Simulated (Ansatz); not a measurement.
A series of calculations on Si₂H₆

### Relaxation

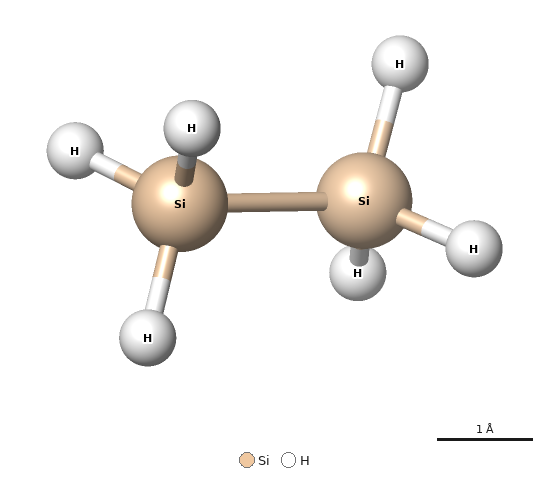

Starting structure of Si2H6 (coarse preliminary run). A ball-and-stick model, seen at a tilt.

These are results of RKS PBE-D4/def2-SVP in Ansatz, not measurements.

Input file:
```yaml
crystal:
  periodic: [false, false, false]
  atoms:
    - {symbol: Si, position_ang: [-0.305400, 0.445000, -0.970800]}
    - {symbol: Si, position_ang: [0.334900, -0.505100, 0.974800]}
    - {symbol: H, position_ang: [0.780700, 0.944300, -1.801600]}
    - {symbol: H, position_ang: [-1.069100, -0.453600, -1.812300]}
    - {symbol: H, position_ang: [-1.207300, 1.668100, -0.719000]}
    - {symbol: H, position_ang: [1.127700, 0.467800, 1.800500]}
    - {symbol: H, position_ang: [1.220800, -1.685500, 0.698400]}
    - {symbol: H, position_ang: [-0.790200, -0.938000, 1.774200]}
basis:
  gaussian: {orbitals: def2-SVP}
hamiltonian: {xc: pbe, dispersion: d4}
relax: {f_tol: 0.03, max_steps: 250}
```

### What does the optimiser find from here?

The optimiser took 3 steps. The largest moves after the best rigid fit, 0.076 Å, are those of Si1 and H4. By element the largest moves are Si 0.076 Å, H 0.075 Å. Near-neighbour distances that change, for instance: Si1–Si2 2.258 → 2.360 Å, Si1–H4 1.449 → 1.506 Å, Si1–H3 1.456 → 1.507 Å, Si1–H5 1.540 → 1.507 Å. Bond angles that change, for instance: Si2–Si1–H3 115.1° → 110.7°, H3–Si1–H5 104.9° → 108.3°, H3–Si1–H4 105.9° → 108.2°.

Final geometry:

```xyz
8

Si   -0.3436    0.4940   -1.0146
Si    0.3666   -0.5097    0.9995
H     0.8390    0.9658   -1.8201
H    -1.1246   -0.4844   -1.8524
H    -1.2258    1.6819   -0.7306
H     1.1558    0.4695    1.8292
H     1.2409   -1.7047    0.7216
H    -0.8162   -0.9695    1.8115
```

The end point in the same view:

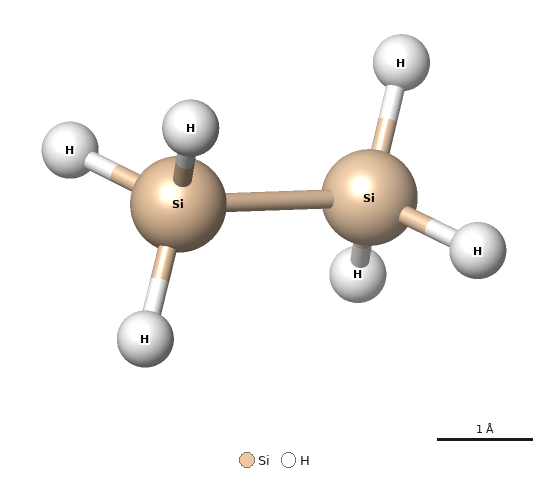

### Relaxation

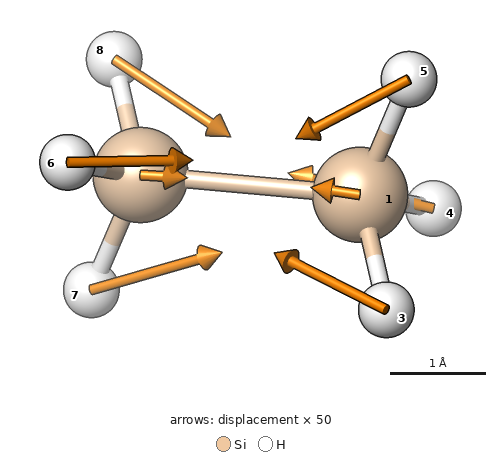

This is a relaxation of Si2H6. The starting structure is drawn; orange arrows show the displacements, magnified 50 times. The two geometries are superimposed by the best rigid fit.

A ball-and-stick model, seen at a tilt.

Computed with RKS PBE0-D4/def2-TZVP in Ansatz.

Input
```yaml
crystal:
  periodic: [false, false, false]
  atoms:
    - {symbol: Si, position_ang: [-0.343509, 0.494025, -1.014608]}
    - {symbol: Si, position_ang: [0.366507, -0.509657, 0.999584]}
    - {symbol: H, position_ang: [0.839168, 0.965728, -1.820022]}
    - {symbol: H, position_ang: [-1.124437, -0.484420, -1.852499]}
    - {symbol: H, position_ang: [-1.225699, 1.681954, -0.730730]}
    - {symbol: H, position_ang: [1.155682, 0.469471, 1.829322]}
    - {symbol: H, position_ang: [1.240727, -1.704709, 0.721704]}
    - {symbol: H, position_ang: [-0.816338, -0.969391, 1.811450]}
basis:
  gaussian: {orbitals: def2-TZVP}
hamiltonian: {xc: pbe0, dispersion: d4}
relax: {f_tol: 0.005, max_steps: 200}
```

Describe the change and its energy.

Answer. The energy falls by 2.17 kJ/mol in 4 geometry steps. Largest force component: 0.27 eV/Å at the start, 0.00011 eV/Å at the end. The largest moves after the best rigid fit, 0.033 Å, are those of H4 and H7. Largest moves by element: H 0.033 Å, Si 0.011 Å. Near-neighbour distances that change, for instance: Si1–Si2 2.360 → 2.339 Å, Si1–H3 1.507 → 1.488 Å.

### Scan

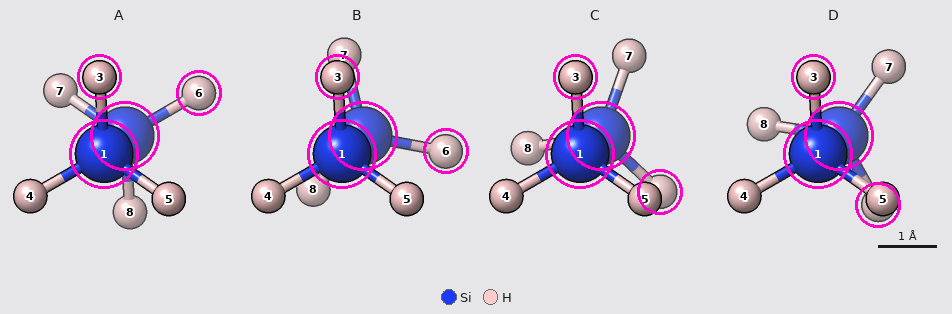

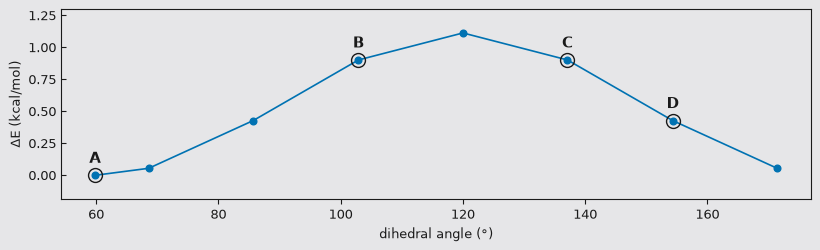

A scan of Si2H6: one H–Si–Si–H dihedral angle is varied, with the rest of the molecule carried along rigidly. The lettered frames are marked on the plot. The picture is a ball-and-stick view, seen almost along the central bond. The ringed atoms are those of the scanned coordinate.

Level of theory: CCSD(T) (def2-TZVPP, Ansatz), on geometries moved rigidly from the minimum at PBE0-D4/def2-TZVP. Coupled cluster with a frozen core. Energies are counted from the PBE0-D4/def2-TZVP minimum geometry at the same level.

Q: Read off the main features of the energy profile.

A: Of the computed points the lowest is at the dihedral 59.9°, 0.00 kcal/mol. A local maximum lies at 120.0° (1.11 kcal/mol). The highest point, at 120.0°, lies 1.11 kcal/mol above the lowest and gives an upper estimate of the barrier to rotation, since the rotor is rigid.

### Scan

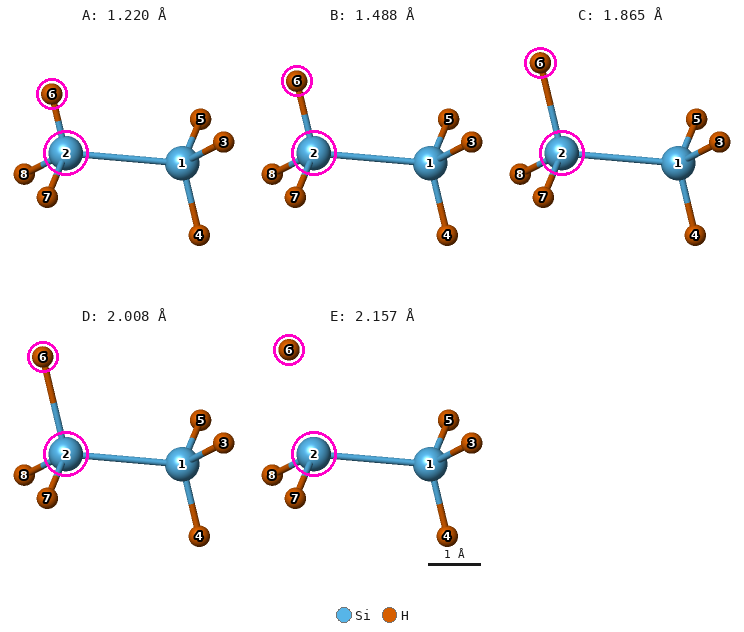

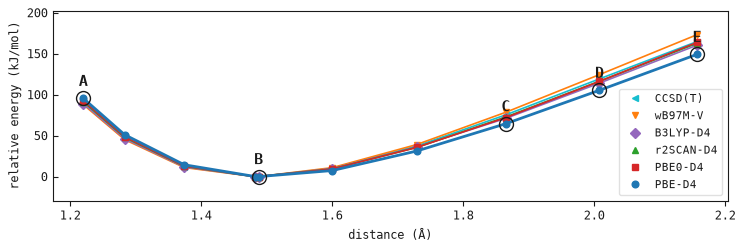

Si$_{2}$H$_{6}$: the Si2–H6 distance is varied, with the rest of the molecule carried along rigidly. The lettered frames are marked on the plot, at the values of PBE-D4. The picture is a ball-and-stick view, seen at a tilt. The ringed atoms are those of the scanned coordinate.

Computed with Ansatz: PBE-D4, PBE0-D4, r2SCAN-D4, B3LYP-D4, wB97M-V, CCSD(T), basis def2-TZVPP, on geometries moved rigidly from the minimum at PBE0-D4/def2-TZVP. Coupled cluster with a frozen core. Energies are counted from the PBE0-D4/def2-TZVP minimum geometry at the same level.

What does the scan show?

Answer. With PBE-D4: of the computed points the lowest is at the distance 1.488 Å, 0.0 kJ/mol. At the ends of the scan the energy is 95.4 kJ/mol (1.220 Å) and 149.2 kJ/mol (2.157 Å). The curvature at the lowest point is about 18 eV/Å² (2.8 mdyn/Å). The well is steeper on the short side, as for any bond. At 2.157 Å the levels give PBE-D4 149.2 kJ/mol, B3LYP-D4 160.4 kJ/mol, r2SCAN-D4 162.7 kJ/mol, PBE0-D4 163.8 kJ/mol, CCSD(T) 164.8 kJ/mol, wB97M-V 173.2 kJ/mol. Closest to CCSD(T) there is PBE0-D4. At 2.157 Å the mean-field solution behind CCSD(T) isn't stable (a lower one of broken symmetry exists), so those energies are less reliable.
